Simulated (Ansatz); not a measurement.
```yaml
atoms:
  - { symbol: C, position_ang: [-1.0480, -1.8829, -2.0034] }
  - { symbol: C, position_ang: [-0.5973, -0.4329, -1.9093] }
  - { symbol: P, position_ang: [-0.1944, 0.0800, -0.2026] }
  - { symbol: C, position_ang: [-1.8177, 0.1492, 0.6330] }
  - { symbol: C, position_ang: [-1.7358, 0.7195, 2.0403] }
  - { symbol: C, position_ang: [0.3401, 1.8216, -0.3612] }
  - { symbol: C, position_ang: [-0.6527, 2.7890, -0.9848] }
  - { symbol: Au, position_ang: [1.3114, -1.1924, 0.8190] }
  - { symbol: O, position_ang: [2.5813, -2.3824, 1.7589] }
  - { symbol: C, position_ang: [3.9504, -2.1366, 1.7338] }
  - { symbol: H, position_ang: [-1.2153, -2.1652, -3.0447] }
  - { symbol: H, position_ang: [-1.9822, -2.0511, -1.4636] }
  - { symbol: H, position_ang: [-0.2949, -2.5535, -1.5847] }
  - { symbol: H, position_ang: [0.3149, -0.2803, -2.4944] }
  - { symbol: H, position_ang: [-1.3592, 0.2402, -2.3138] }
  - { symbol: H, position_ang: [-2.1881, -0.8789, 0.6633] }
  - { symbol: H, position_ang: [-2.5127, 0.7215, 0.0103] }
  - { symbol: H, position_ang: [-1.0241, 0.1572, 2.6485] }
  - { symbol: H, position_ang: [-1.4172, 1.7643, 2.0348] }
  - { symbol: H, position_ang: [-2.7103, 0.6752, 2.5305] }
  - { symbol: H, position_ang: [0.6225, 2.1428, 0.6451] }
  - { symbol: H, position_ang: [1.2731, 1.7906, -0.9321] }
  - { symbol: H, position_ang: [-1.5760, 2.8529, -0.4053] }
  - { symbol: H, position_ang: [-0.9160, 2.5032, -2.0049] }
  - { symbol: H, position_ang: [-0.2260, 3.7934, -1.0280] }
  - { symbol: H, position_ang: [4.3824, -2.1687, 0.7203] }
  - { symbol: H, position_ang: [4.2298, -1.1646, 2.1719] }
  - { symbol: H, position_ang: [4.4621, -2.9110, 2.3233] }
```

Geometry: PBE0-D4/def2-TZVP; core potentials replace the inner electrons of Au.

All numbers below come from RKS PBE0-D4/def2-TZVPP (Ansatz).

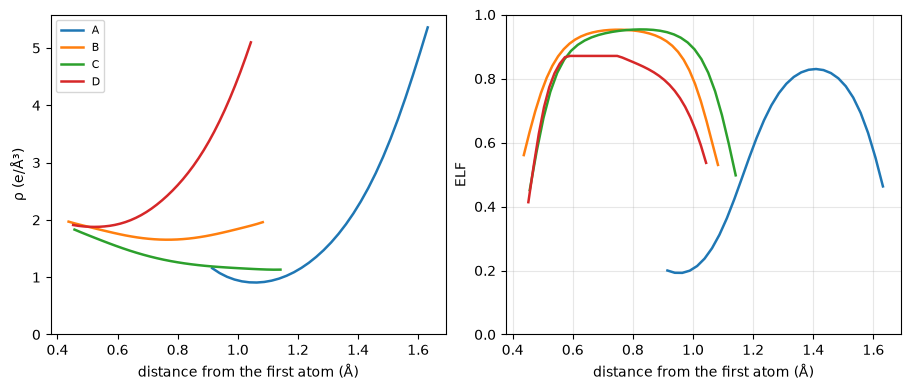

C7H18AuOP. Electron density and electron localisation function along straight lines between neighbouring atoms. The curves leave out the atomic cores.

**Which curve belongs to which contact (Au–O, C–C, C–O and C–P)? The first atom named is at distance zero.**

Curve A: Au–O (1.98 Å): ρ at the midpoint is about 0.96 e/Å³; the ELF peaks at about 0.85 in the valence shell of O, 0.6 Å from its nucleus, and drops to about 0.20 between the two atoms. Curve B: C–C (1.52 Å): ρ at the midpoint is about 1.7 e/Å³; the ELF peaks at about 0.95 between the atoms, as expected for localised, covalent bonding. Curve C: C–P (1.83 Å): ρ is about 1.2 e/Å³ halfway; the ELF peaks at about 0.95 between the atoms; a covalent bond. Curve D: C–O (1.39 Å): the density is about 2.1 e/Å³ at the midpoint, with its minimum of 1.9 e/Å³ about 0.5 Å from C; the ELF peaks at about 0.85 between the atoms, as expected for a shared but strongly polarised pair.
